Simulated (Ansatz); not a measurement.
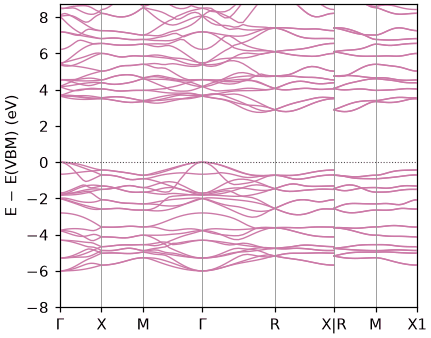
Fig. 1. Band structure from PBEsol in the plane-wave PAW code Ansatz

### Question
Read off the gap and where the band edges lie.

### Answer
About 2.7 eV (2.75 eV by a search for the band edges); maximum at Γ, minimum on the Γ–R line, 79 % of the way from Γ.

The material is HfSO in space group P2_13 (No. 198; Hf on 4a, S on 4a, O on 4a).

The first step of the workflow began from a Materials Project structure, measured or hypothetical; the Crystallography Open Database copy checked does not list it. Whether it is the stable phase at ambient conditions was not checked. The cell was relaxed with PBEsol under the symmetry of its start; whether a distortion lowers the energy is not shown. No spin polarisation was allowed. Scalar-relativistic: spin–orbit coupling is off unless named, which matters more the heavier the elements.

Potentials: the later of the program's two PAW sets.
